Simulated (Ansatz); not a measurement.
Nb₃Te₄ (charge +1)

Input

```
crystal:
  periodic: [false, false, false]
  atoms:
    - {symbol: Nb, position_ang: [-1.444309, 0.184218, 0.623144]}
    - {symbol: Nb, position_ang: [1.123346, -0.414828, 1.038871]}
    - {symbol: Nb, position_ang: [0.429880, 1.121895, -1.031983]}
    - {symbol: Te, position_ang: [-1.841764, 0.107860, -2.024165]}
    - {symbol: Te, position_ang: [-0.742114, -2.326823, 1.235905]}
    - {symbol: Te, position_ang: [2.213930, -0.847311, -1.368724]}
    - {symbol: Te, position_ang: [0.261031, 2.174979, 1.526942]}
basis:
  gaussian: {orbitals: def2-TZVP, initial_orbitals: start.molden}
total_charge: 1
hamiltonian: {xc: pbe0, dispersion: d4}
scf: {omitted_lower_state_checks: [starts]}
output: {orbitals: {seedname: orbitals}}
```

Command:

```sh
ansatz run in.yaml --threads 6 --pin off --events-out ev --progress --plain --max-ram 7833MiB
```

Geometry: PBE-D4/def2-SVP; core potentials replace the inner electrons of Nb and Te.

Method: RKS PBE0-D4/def2-TZVP (Ansatz 0.2.0).

Q: Predict the electron density and electron localisation function between the atoms.

A: Nb–Nb (2.67 Å): ρ is about 0.52 e/Å³ halfway; the ELF reaches about 0.50 near the midpoint.
Nb–Te (2.68 Å): ρ is about 0.47 e/Å³ halfway; the ELF peaks at about 0.60 in the valence shell of Te, 1.2 Å from its nucleus, and is about 0.50 at the midpoint.

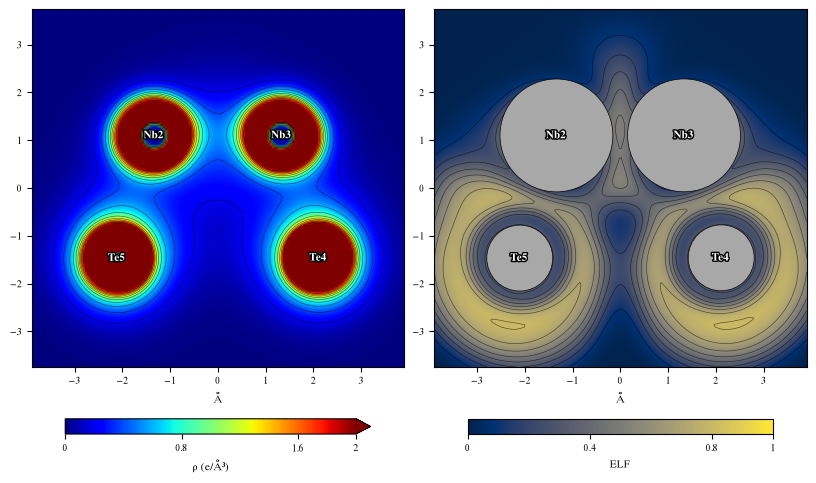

Computed electron density and electron localisation function on the plane of atoms Nb2, Nb3 and Te4, in this order. Grey discs cover the atomic cores in the ELF map. 
